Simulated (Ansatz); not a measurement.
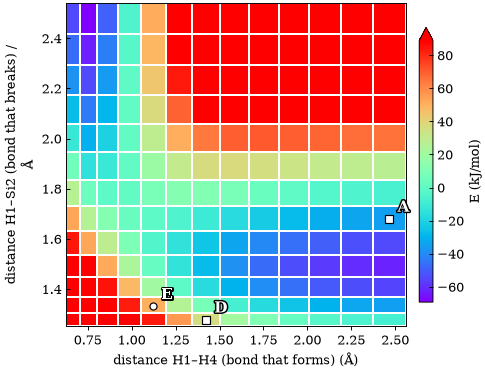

The reacting system CH₇Si (fragments CH₆Si + H where the first distance is long, H₂ + CH₅Si where the second is long), spin multiplicity 2. 
- First axis: distance H1–H4 (bond that forms). Second axis: distance H1–Si2 (bond that breaks).
- Relaxed at each point: all other coordinates.
- The grid has 13 × 13 points.
- Points are written as (first, second).
- Energies: kJ/mol, counted from a guessed transition structure relaxed with its forming and breaking bonds held.
- Energies and slopes of some neighbouring points disagree (a jump in structure or state, or too coarse a mesh). In part of the range the unrestricted reference is strongly spin-contaminated.
- These are results of Ansatz 0.2.0, UHF/def2-SVP, not measurements.

Drawn: one coloured cell a grid point, one colour for all values above the top of the scale, lettered points.

### Rank the lettered points by energy, lowest first.

A (−35 kJ/mol), D (36 kJ/mol), E (50 kJ/mol).
